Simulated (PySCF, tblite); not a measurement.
# C₃H₆BF₃O: geometry, infrared bands and NMR shifts

Aim: predict the infrared bands and NMR shifts of C₃H₆BF₃O (`FCCCOB(F)F`).

Programs: tblite 0.8.0 and PySCF 2.14.0, with density-fitted response routines of our own. Each step states its level of theory. These are calculated values for one molecule in the gas phase, unless marked as measured. Atoms count from 0, in the outputs and in this text.

### 1 The molecule as given

14 atoms, charge 0, multiplicity 1; geometry from: force field or distance geometry start.

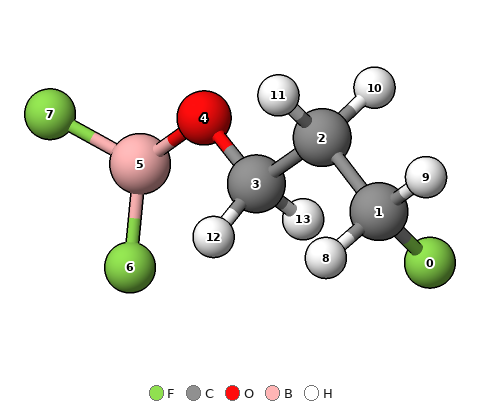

As it starts; fluorine green, carbon grey, oxygen red, boron pink, hydrogen white, atoms numbered.

### 2 Optimising the geometry with GFN2-xTB

Job settings and geometry (Å):

```
{"job": {"kind": "relax", "xc": "GFN2-xTB", "basis": "xTB"}, "charge": 0, "multiplicity": 1}
F     -2.168000     0.531600    -1.218600
C     -2.103500     0.339100     0.148600
C     -0.904000    -0.583500     0.393800
C      0.379300     0.028200    -0.120300
O      1.482000    -0.791900     0.092700
B      2.730400    -0.185000    -0.414800
F      2.737600     1.185700    -0.941000
F      3.964700    -0.516600     0.323800
H     -1.875800     1.300000     0.671100
H     -3.043500    -0.105500     0.553400
H     -1.141800    -1.576100    -0.075100
H     -0.797100    -0.751100     1.491600
H      0.469600     1.038800     0.304100
H      0.269300     0.086000    -1.231700
```

Launch:

```sh
> OMP_NUM_THREADS=1 python probes_run.py task.json out
```

The driver reads the jobs from task.json and runs them one after another.

**Question.** This job is followed by: GFN2-xTB harmonic vibrations, gas phase; GIAO PBE0/pcSseg-1 NMR shielding, non-relativistic, gas phase. Predict these results of the whole session: strongest single infrared mode (GFN2-xTB); zero-point energy (GFN2-xTB); ¹³C shifts against TMS (PBE0/pcSseg-1); ¹H shifts against TMS (PBE0/pcSseg-1, means over atoms taken as alike); ¹⁹F shifts against CFCl3 (PBE0/pcSseg-1, means over atoms taken as alike); ¹⁷O shifts against H2O (PBE0/pcSseg-1); ¹¹B shifts against BF3·OEt2 (PBE0/pcSseg-1).

As calculated:

```
                                                                 quantity                  value
                                strongest single infrared mode (GFN2-xTB)  1416 cm⁻¹, 659 km/mol
                                             zero-point energy (GFN2-xTB)          61.9 kcal/mol
                                   ¹³C shifts against TMS (PBE0/pcSseg-1)   83.1, 67.6, 37.3 ppm
   ¹H shifts against TMS (PBE0/pcSseg-1, means over atoms taken as alike)   4.81, 4.38, 1.96 ppm
¹⁹F shifts against CFCl3 (PBE0/pcSseg-1, means over atoms taken as alike)     -137.3, -253.0 ppm
                                   ¹⁷O shifts against H2O (PBE0/pcSseg-1)               96.2 ppm
                              ¹¹B shifts against BF3·OEt2 (PBE0/pcSseg-1)               12.7 ppm
```

In words: Over 162 steps the energy fell by 1.718 eV; of the close pairs, O4–B5 changed most, 1.478 to 1.317 Å. No mode is imaginary among the 36: a minimum at this level. The strongest single mode, at 1416 cm⁻¹, moves mainly B5. Unscaled tight-binding wavenumbers are off by several per cent, some by more. Its intensities can rank the bands wrongly. C1 (sp3 CH2 bonded to F) lies farthest downfield among carbon, at 83.1 ppm; pulled downfield by the heteroatom. The most deshielded hydrogen is H8, H9 (mean) (hydrogen on an sp3 CH2 bonded to F), at 4.81 ppm: its carbon carries F, an electronegative neighbour. At PBE0/pcSseg-1: Shielding is most anisotropic at F6, F7 (span 191 ppm, paramagnetic term -160 ppm).
